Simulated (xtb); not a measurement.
Geometry relaxation, with input and output: GeSiNH7S (part 3 of 3)

GeSiNH7S, SMILES [SiH3][NH][GeH2][SH]; GFN2-xTB (xtb 6.7.1 later snapshot). The geometry comes from this level: GFN2-xTB.

Geometry of the input (Å):
```
Si -1.4710  0.8988  0.0450
N  0.2581  0.8727  -0.0895
Ge 1.3614  -0.4919  0.3789
S  1.2793  -2.1790  -1.0501
H  -1.8470  2.2909  -0.1865
H  -2.1252  0.0168  -0.9358
H  -1.7656  0.4187  1.3943
H  0.6253  1.4669  -0.8172
H  0.9303  -0.9358  1.7511
H  2.7701  0.0369  0.3708
H  -0.0157  -2.3950  -0.8611
```

**Log, continued**
```
         #    Occupation            Energy/Eh            Energy/eV
      -------------------------------------------------------------
         1        2.0000           -0.7303545             -19.8740
       ...           ...                  ...                  ...
         7        2.0000           -0.4604074             -12.5283
         8        2.0000           -0.4493175             -12.2266
         9        2.0000           -0.4434127             -12.0659
        10        2.0000           -0.4342515             -11.8166
        11        2.0000           -0.4314913             -11.7415
        12        2.0000           -0.3936946             -10.7130
        13        2.0000           -0.3838639             -10.4455 (HOMO)
        14                         -0.1985569              -5.4030 (LUMO)
        15                         -0.1891094              -5.1459
        16                         -0.1775184              -4.8305
        17                         -0.1702049              -4.6315
        18                         -0.1286313              -3.5002
       ...                                ...                  ...
        38                          1.2345625              33.5942
      -------------------------------------------------------------
                  HL-Gap            0.1853070 Eh            5.0425 eV
             Fermi-level           -0.2912104 Eh           -7.9242 eV

 SCC (total)                   0 d,  0 h,  0 min,  0.006 sec
 SCC setup                      ...        0 min,  0.000 sec (  1.039%)
 Dispersion                     ...        0 min,  0.000 sec (  0.468%)
 classical contributions        ...        0 min,  0.000 sec (  0.167%)
 integral evaluation            ...        0 min,  0.001 sec ( 21.224%)
 iterations                     ...        0 min,  0.002 sec ( 29.661%)
 molecular gradient             ...        0 min,  0.003 sec ( 45.043%)
 printout                       ...        0 min,  0.000 sec (  2.147%)

         :::::::::::::::::::::::::::::::::::::::::::::::::::::
         ::                     SUMMARY                     ::
         :::::::::::::::::::::::::::::::::::::::::::::::::::::
         :: total energy             -13.449048149103 Eh    ::
         :: gradient norm              0.000024531025 Eh/a0 ::
         :: HOMO-LUMO gap              5.042460568865 eV    ::
         ::.................................................::
         :: SCC energy               -13.543573461697 Eh    ::
         :: -> isotropic ES            0.025012772781 Eh    ::
         :: -> anisotropic ES          0.002363927779 Eh    ::
         :: -> anisotropic XC          0.004292891748 Eh    ::
         :: -> dispersion             -0.008112010220 Eh    ::
         :: repulsion energy           0.094525312594 Eh    ::
         :: add. restraining           0.000000000000 Eh    ::
         :: total charge              -0.000000000000 e     ::
         :::::::::::::::::::::::::::::::::::::::::::::::::::::

           -------------------------------------------------
          |                Property Printout                |
           -------------------------------------------------

    * Orbital Energies and Occupations

         #    Occupation            Energy/Eh            Energy/eV
      -------------------------------------------------------------
         1        2.0000           -0.7303545             -19.8740
         2        2.0000           -0.7105019             -19.3337
         3        2.0000           -0.6480385             -17.6340
         4        2.0000           -0.5678771             -15.4527
         5        2.0000           -0.5002623             -13.6128
         6        2.0000           -0.4876508             -13.2697
         7        2.0000           -0.4604074             -12.5283
         8        2.0000           -0.4493175             -12.2266
         9        2.0000           -0.4434127             -12.0659
        10        2.0000           -0.4342515             -11.8166
        11        2.0000           -0.4314913             -11.7415
        12        2.0000           -0.3936946             -10.7130
        13        2.0000           -0.3838639             -10.4455 (HOMO)
        14                         -0.1985569              -5.4030 (LUMO)
        15                         -0.1891094              -5.1459
        16                         -0.1775184              -4.8305
        17                         -0.1702049              -4.6315
        18                         -0.1286313              -3.5002
        19                         -0.1231237              -3.3504
        20                         -0.0896334              -2.4390
        21                         -0.0772986              -2.1034
        22                         -0.0485518              -1.3212
        23                         -0.0378687              -1.0305
        24                         -0.0060105              -0.1636
       ...                                ...                  ...
        38                          1.2345625              33.5942
      -------------------------------------------------------------
                  HL-Gap            0.1853070 Eh            5.0425 eV
             Fermi-level           -0.2912104 Eh           -7.9242 eV

     #   Z          covCN         q      C6AA      α(0)
     1  14          3.678     0.487    97.624    18.931
     2   7          2.513    -0.411    30.720     8.231
     3  32          3.700     0.224   167.233    23.220
     4  16          1.812    -0.304   154.217    20.902
     5   1          0.919    -0.099     5.544     3.683
     6   1          0.916    -0.098     5.491     3.665
     7   1          0.919    -0.094     5.367     3.623
     8   1          0.863     0.156     1.358     1.825
     9   1          0.937    -0.018     3.378     2.874
    10   1          0.937    -0.015     3.323     2.850
    11   1          0.923     0.171     1.260     1.755

 Mol. C6AA /au·bohr⁶  :       2863.843677
 Mol. C8AA /au·bohr⁸  :     132779.739330
 Mol. α(0) /au        :         91.558735

Wiberg/Mayer (AO) data.
largest (>0.10) Wiberg bond orders for each atom

 ---------------------------------------------------------------------------
     #   Z sym  total        # sym  WBO       # sym  WBO       # sym  WBO
 ---------------------------------------------------------------------------
     1  14      3.730 --     2      1.028     7      0.893     5      0.890
                             6      0.888
     2   7      3.286 --     3      1.044     1      1.028     8      0.948
     3  32      3.731 --     2      1.044     4      0.985    10      0.815
                             9      0.809
     4  16      2.133 --     3      0.985    11      0.927
     5   1      0.989 --     1      0.890
     6   1      0.990 --     1      0.888
     7   1      0.991 --     1      0.893
     8   1      0.976 --     2      0.948
     9   1      1.000 --     3      0.809
    10   1      1.000 --     3      0.815
    11   1      0.971 --     4      0.927
 ---------------------------------------------------------------------------

Topologies differ in total number of bonds
Writing topology from bond orders to xtbtopo.mol

molecular dipole:
                 x           y           z       tot (Debye)
 q only:       -0.583       0.375       0.250
   full:       -0.495       0.540       0.279       1.992
molecular quadrupole (traceless):
                xx          xy          yy          xz          yz          zz
 q only:        1.007       3.314      -0.862       2.035      -2.724      -0.145
  q+dip:        0.474       6.256      -1.697       2.383      -5.810       1.223
   full:        2.058       5.536      -2.044       2.188      -5.481      -0.014

           -------------------------------------------------
          |                Geometry Summary                 |
           -------------------------------------------------

      molecular mass/u    :      153.8401247
   center of mass at/Å    :        0.6540113      -0.4367380      -0.0362048
  moments of inertia/u·Å² :        0.1099971E+03   0.3488196E+03   0.4293170E+03
rotational constants/cm⁻¹ :        0.1532553E+00   0.4832765E-01   0.3926617E-01

 * 10 selected distances

     #   Z          #   Z                                           value/Å
     1  14          2   7                                         1.7344367
     2   7          3  32                                         1.8163869
     3  32          4  16                                         2.2126426 (max)
     1  14          5   1                                         1.4605662
     1  14          6   1                                         1.4723726
     1  14          7   1                                         1.4625863
     2   7          8   1                                         1.0088841 (min)
     3  32          9   1                                         1.5051882
     3  32         10   1                                         1.5044977
     4  16         11   1                                         1.3269382

 * 7 distinct bonds (by element types)

   Z      Z             #   av. dist./Å        max./Å        min./Å
   1 H    7 N           1     1.0088841     1.0088841     1.0088841
   1 H   14 Si          3     1.4651751     1.4723726     1.4605662
   7 N   14 Si          1     1.7344367     1.7344367     1.7344367
   1 H   16 S           1     1.3269382     1.3269382     1.3269382
   1 H   32 Ge          2     1.5048429     1.5051882     1.5044977
   7 N   32 Ge          1     1.8163869     1.8163869     1.8163869
  16 S   32 Ge          1     2.2126426     2.2126426     2.2126426

optimized geometry written to: xtbopt.xyz

           -------------------------------------------------
          | TOTAL ENERGY              -13.449048149103 Eh   |
          | GRADIENT NORM               0.000024531025 Eh/α |
          | HOMO-LUMO GAP               5.042460568865 eV   |
           -------------------------------------------------

------------------------------------------------------------------------
------------------------------------------------------------------------
 total:
 *  cpu-time:     0 d,  0 h,  0 min,  0.138 sec
 * ratio c/w:     1.000 speedup
 SCF:
 *  cpu-time:     0 d,  0 h,  0 min,  0.011 sec
 * ratio c/w:     1.000 speedup
 ANC optimizer:
 *  cpu-time:     0 d,  0 h,  0 min,  0.116 sec
 * ratio c/w:     1.000 speedup
```

**File xtbopt.xyz**
```
11
 energy: -13.449048149103 gnorm: 0.000024531025 xtb: 6.7.1
Si          -1.47072873958261        0.89796769546274        0.04035713725839
N            0.25847910162536        0.87488496550566       -0.09222333596622
Ge           1.36196388862737       -0.48960162060925        0.37656063812047
S            1.27294506199782       -2.18341331243456       -1.04430674847186
H           -1.84788345649710        2.29389395985222       -0.16554953573981
H           -2.12321779912107        0.03265490849013       -0.95632361084684
H           -1.76550251344005        0.39440778130740        1.38151118289956
H            0.62746015824867        1.47507621519695       -0.81435238400230
H            0.93454266140626       -0.92749315325058        1.75175265553982
H            2.77085087826389        0.03795864619992        0.36138111475362
H           -0.01888924152855       -2.40633608572063       -0.83879711354487
```

**Trajectory as extended XYZ (Å, eV, eV/Å), 15 frames, from step=0 to step=14**
```
11
Properties=species:S:1:pos:R:3 step=0 energy=-365.96714
Si   -1.4710    0.8988    0.0450
N     0.2581    0.8727   -0.0895
Ge    1.3614   -0.4919    0.3789
S     1.2793   -2.1790   -1.0501
H    -1.8470    2.2909   -0.1865
H    -2.1252    0.0168   -0.9358
H    -1.7656    0.4187    1.3943
H     0.6253    1.4669   -0.8172
H     0.9303   -0.9358    1.7511
H     2.7701    0.0369    0.3708
H    -0.0157   -2.3950   -0.8611
11
Properties=species:S:1:pos:R:3 step=1 energy=-365.96717
Si   -1.4710    0.8985    0.0443
N     0.2581    0.8727   -0.0904
Ge    1.3612   -0.4921    0.3787
S     1.2794   -2.1797   -1.0505
H    -1.8470    2.2911   -0.1846
H    -2.1257    0.0173   -0.9371
H    -1.7646    0.4176    1.3940
H     0.6261    1.4689   -0.8165
H     0.9295   -0.9345    1.7511
H     2.7697    0.0368    0.3704
H    -0.0156   -2.3965   -0.8593
11
Properties=species:S:1:pos:R:3 step=2 energy=-365.96717
Si   -1.4708    0.8983    0.0437
N     0.2583    0.8733   -0.0916
Ge    1.3615   -0.4913    0.3779
S     1.2786   -2.1804   -1.0488
H    -1.8475    2.2914   -0.1823
H    -2.1259    0.0185   -0.9386
H    -1.7633    0.4153    1.3930
H     0.6270    1.4719   -0.8156
H     0.9284   -0.9339    1.7498
H     2.7700    0.0371    0.3702
H    -0.0162   -2.4001   -0.8576
11
Properties=species:S:1:pos:R:3 step=3 energy=-365.96718
Si   -1.4707    0.8986    0.0436
N     0.2582    0.8737   -0.0922
Ge    1.3606   -0.4916    0.3771
S     1.2792   -2.1810   -1.0487
H    -1.8478    2.2917   -0.1811
H    -2.1258    0.0197   -0.9395
H    -1.7631    0.4134    1.3921
H     0.6273    1.4732   -0.8151
H     0.9279   -0.9335    1.7493
H     2.7694    0.0360    0.3692
H    -0.0153   -2.4003   -0.8547
11
Properties=species:S:1:pos:R:3 step=4 energy=-365.96719
Si   -1.4705    0.8986    0.0436
N     0.2584    0.8738   -0.0922
Ge    1.3607   -0.4914    0.3774
S     1.2782   -2.1807   -1.0497
H    -1.8477    2.2916   -0.1804
H    -2.1253    0.0204   -0.9403
H    -1.7633    0.4124    1.3915
H     0.6273    1.4730   -0.8150
H     0.9282   -0.9327    1.7498
H     2.7696    0.0365    0.3690
H    -0.0155   -2.4015   -0.8537
11
Properties=species:S:1:pos:R:3 step=5 energy=-365.96720
Si   -1.4706    0.8985    0.0433
N     0.2584    0.8739   -0.0920
Ge    1.3608   -0.4912    0.3772
S     1.2777   -2.1805   -1.0495
H    -1.8477    2.2918   -0.1795
H    -2.1250    0.0210   -0.9415
H    -1.7635    0.4116    1.3909
H     0.6272    1.4731   -0.8149
H     0.9285   -0.9328    1.7497
H     2.7697    0.0367    0.3686
H    -0.0157   -2.4021   -0.8524
11
Properties=species:S:1:pos:R:3 step=6 energy=-365.96720
Si   -1.4706    0.8986    0.0430
N     0.2584    0.8742   -0.0917
Ge    1.3610   -0.4909    0.3771
S     1.2772   -2.1806   -1.0490
H    -1.8478    2.2921   -0.1783
H    -2.1247    0.0220   -0.9429
H    -1.7639    0.4102    1.3901
H     0.6272    1.4732   -0.8149
H     0.9292   -0.9328    1.7497
H     2.7698    0.0368    0.3679
H    -0.0158   -2.4028   -0.8509
11
Properties=species:S:1:pos:R:3 step=7 energy=-365.96721
Si   -1.4707    0.8985    0.0427
N     0.2584    0.8743   -0.0915
Ge    1.3611   -0.4909    0.3771
S     1.2767   -2.1806   -1.0486
H    -1.8477    2.2924   -0.1770
H    -2.1245    0.0233   -0.9445
H    -1.7643    0.4085    1.3891
H     0.6271    1.4732   -0.8149
H     0.9301   -0.9324    1.7499
H     2.7699    0.0369    0.3670
H    -0.0161   -2.4034   -0.8494
11
Properties=species:S:1:pos:R:3 step=8 energy=-365.96722
Si   -1.4708    0.8985    0.0424
N     0.2584    0.8745   -0.0914
Ge    1.3612   -0.4906    0.3770
S     1.2763   -2.1810   -1.0481
H    -1.8477    2.2927   -0.1755
H    -2.1244    0.0247   -0.9462
H    -1.7646    0.4067    1.3881
H     0.6270    1.4733   -0.8149
H     0.9308   -0.9320    1.7502
H     2.7701    0.0371    0.3662
H    -0.0163   -2.4039   -0.8478
11
Properties=species:S:1:pos:R:3 step=9 energy=-365.96722
Si   -1.4708    0.8985    0.0420
N     0.2584    0.8745   -0.0915
Ge    1.3614   -0.4906    0.3770
S     1.2758   -2.1815   -1.0475
H    -1.8477    2.2930   -0.1737
H    -2.1243    0.0263   -0.9480
H    -1.7649    0.4044    1.3869
H     0.6270    1.4734   -0.8149
H     0.9317   -0.9311    1.7506
H     2.7702    0.0373    0.3653
H    -0.0167   -2.4045   -0.8462
11
Properties=species:S:1:pos:R:3 step=10 energy=-365.96723
Si   -1.4708    0.8984    0.0417
N     0.2584    0.8745   -0.0917
Ge    1.3615   -0.4904    0.3769
S     1.2753   -2.1820   -1.0467
H    -1.8477    2.2933   -0.1716
H    -2.1242    0.0281   -0.9501
H    -1.7651    0.4019    1.3856
H     0.6271    1.4737   -0.8148
H     0.9323   -0.9301    1.7510
H     2.7703    0.0375    0.3643
H    -0.0171   -2.4049   -0.8445
11
Properties=species:S:1:pos:R:3 step=11 energy=-365.96723
Si   -1.4708    0.8983    0.0413
N     0.2584    0.8745   -0.0920
Ge    1.3617   -0.4901    0.3767
S     1.2746   -2.1827   -1.0458
H    -1.8477    2.2936   -0.1695
H    -2.1240    0.0296   -0.9521
H    -1.7652    0.3994    1.3842
H     0.6272    1.4742   -0.8147
H     0.9331   -0.9291    1.7512
H     2.7705    0.0377    0.3635
H    -0.0177   -2.4054   -0.8428
11
Properties=species:S:1:pos:R:3 step=12 energy=-365.96724
Si   -1.4708    0.8982    0.0409
N     0.2584    0.8746   -0.0922
Ge    1.3618   -0.4899    0.3767
S     1.2740   -2.1830   -1.0451
H    -1.8477    2.2937   -0.1678
H    -2.1238    0.0310   -0.9538
H    -1.7653    0.3973    1.3831
H     0.6273    1.4745   -0.8146
H     0.9336   -0.9284    1.7515
H     2.7706    0.0378    0.3626
H    -0.0181   -2.4057   -0.8412
11
Properties=species:S:1:pos:R:3 step=13 energy=-365.96724
Si   -1.4707    0.8980    0.0406
N     0.2584    0.8747   -0.0923
Ge    1.3619   -0.4897    0.3766
S     1.2734   -2.1833   -1.0446
H    -1.8478    2.2938   -0.1665
H    -2.1235    0.0320   -0.9553
H    -1.7654    0.3956    1.3822
H     0.6274    1.4748   -0.8145
H     0.9341   -0.9278    1.7516
H     2.7708    0.0379    0.3619
H    -0.0186   -2.4060   -0.8399
11
Properties=species:S:1:pos:R:3 step=14 energy=-365.96724
Si   -1.4707    0.8980    0.0404
N     0.2585    0.8749   -0.0922
Ge    1.3620   -0.4896    0.3766
S     1.2730   -2.1834   -1.0443
H    -1.8479    2.2939   -0.1656
H    -2.1232    0.0326   -0.9563
H    -1.7655    0.3944    1.3815
H     0.6275    1.4751   -0.8144
H     0.9345   -0.9275    1.7517
H     2.7708    0.0380    0.3614
H    -0.0189   -2.4063   -0.8388
```

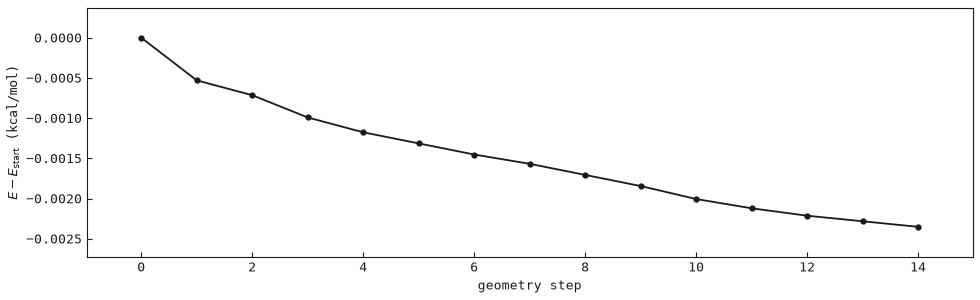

**Figure 1.** Progress of the relaxation, step by step (steps are counted from 0).

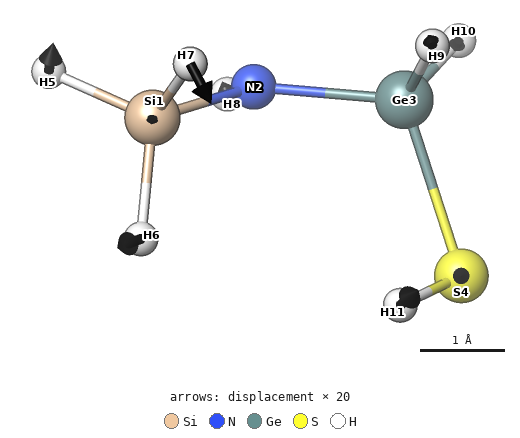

**Figure 2.** The starting structure with the displacements as black arrows, magnified 20 times (ball-and-stick view, seen at a tilt). The two geometries are laid on each other by the best rigid fit. The atom that moves furthest after the best rigid fit is H7 (0.027 Å). By element the largest moves are H 0.027 Å, S 0.010 Å, Si 0.005 Å, N 0.003 Å, Ge 0.003 Å. The energy falls by next to nothing (0.0 kcal/mol) in 14 geometry steps. (Atoms are counted from 1 in the order of the input.)

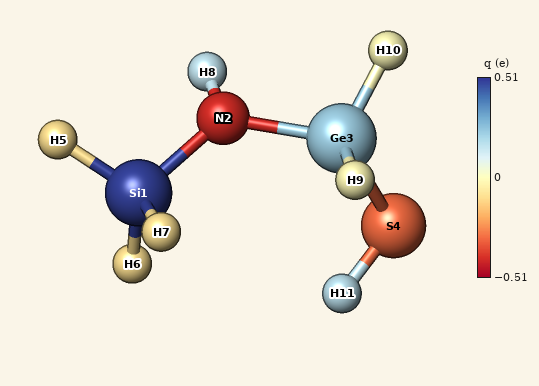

**Figure 3.** Mulliken charges, as the colour of each atom (ball-and-stick view, seen at a tilt; atoms are numbered from 1 in the order of the input). By element: Si +0.49, N −0.41, Ge +0.22, S −0.30 and H −0.10 to +0.17 e.

**Results in brief**

```csv
quantity,value
outcome,converged
electrons treated,26
total energy,−13.449048 hartree
dispersion energy,−0.008112 hartree
basis functions,41
HOMO,−10.45 eV
LUMO,−5.40 eV
dipole moment,1.99 D
hardware,"1 thread of Arm Neoverse N1, 16 GiB of memory available, shared host"
peak memory,0.073 GiB
```
